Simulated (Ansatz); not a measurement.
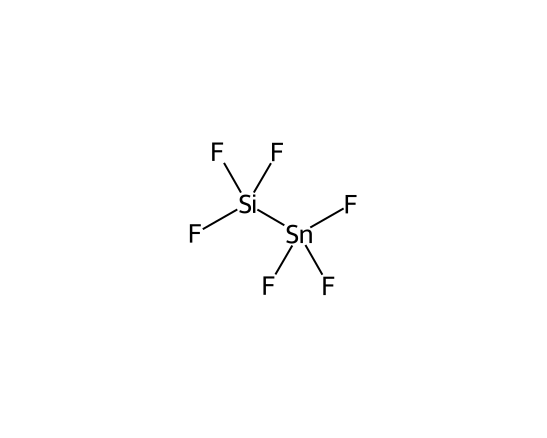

Transcribe the drawing into SMILES.

Answer. F[Si](F)(F)[Sn]([F])([F])[F]

Give the formula, hydrogens included.

Answer. SnSiF6.

An optimisation with PBE0-D4/def2-TZVP gave a structure of which point group?

Answer. C3v. Other conformers may differ.

The parts below concern this one geometry. Atoms keep their numbers from picture to picture. The computed structure is the end point of a PBE0-D4/def2-TZVP optimisation.

**Geometry**

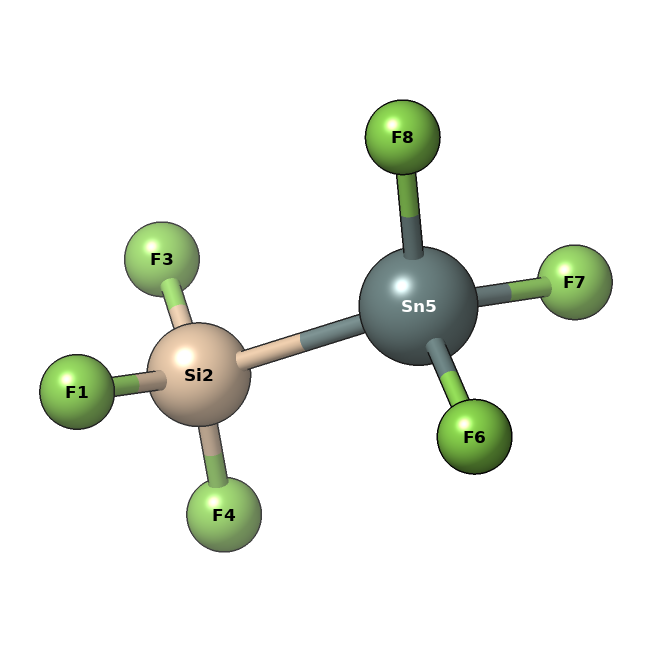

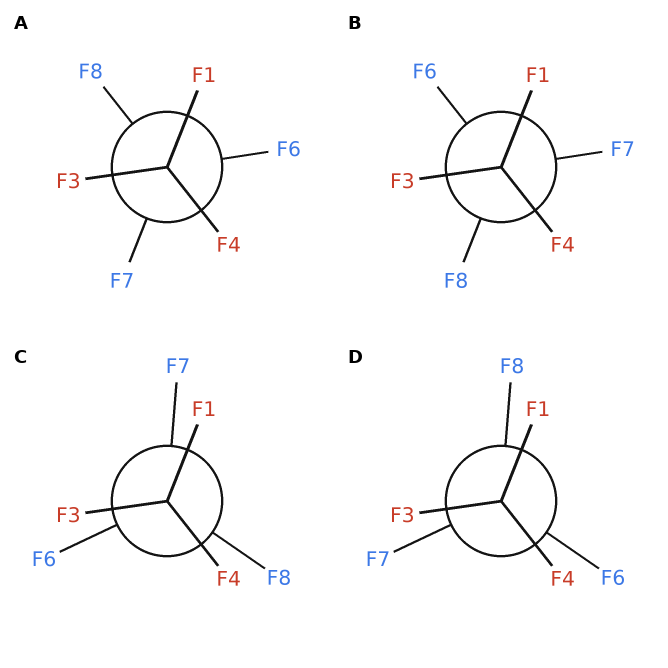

Atoms fade into the background with distance from the viewer. Bonds that would overlap in a projection are set slightly apart.

Which Newman projection shows the view along Si2–Sn5, with Si2 in front?

Answer. A. The torsion angle F1–Si2–Sn5–F6 is 60°, synclinal (gauche).

**Vibrations**

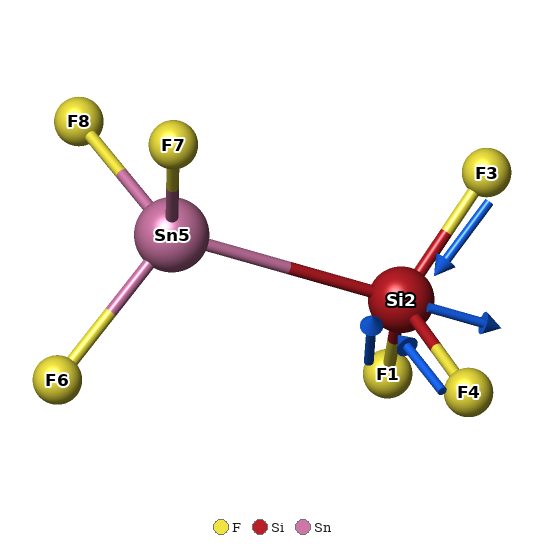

The arrows show one normal mode. Harmonic vibrations computed with RKS PBE0-D4/def2-TZVP, core potentials on Sn (Ansatz 0.2.0) at a stationary point of the same level.

What kind of motion is it?

Answer. Mostly in-phase stretching of 3 F–Si bonds.

Estimate its harmonic wavenumber.

Answer. 856 cm⁻¹; it is mode 16 of 18 counted from the lowest.

**Electronic properties**

Method: RKS CAM-B3LYP-D4/def2-TZVPP, core potentials on Sn (Ansatz 0.2.0).

What is the LUMO energy (Kohn–Sham orbital)?

Answer. −1.38 eV.

Estimate the dispersion correction.

Answer. −19.5 kJ/mol.

Give the HOMO energy (Kohn–Sham orbital) at this level.

Answer. −11.85 eV.

**Charges**

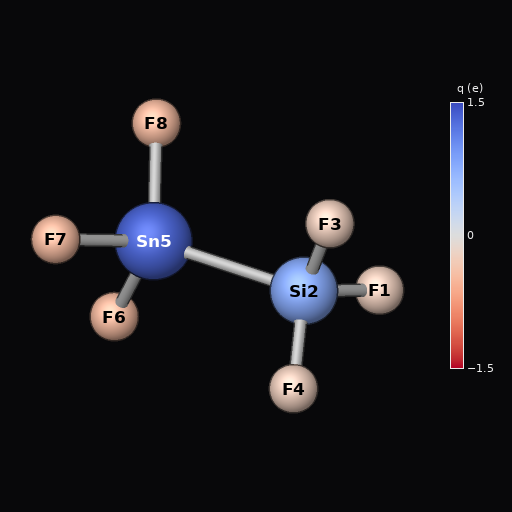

Atoms are coloured by their Mulliken charges. Properties computed with RKS PBE0-D4/def2-TZVP, core potentials on Sn (Ansatz 0.2.0).

Which atom carries the highest charge (most positive or least negative)?

Answer. Sn5 (1.30 e).

And the lowest?

Answer. F6, F7, F8 (−0.45 e).

List the Mulliken charges.

```csv
atom,value (e)
F1,−0.24
Si2,0.76
F3,−0.24
F4,−0.24
Sn5,1.30
F6,−0.45
F7,−0.45
F8,−0.45
```

Mulliken values depend strongly on the basis set and can even reverse the polarity of a bond.
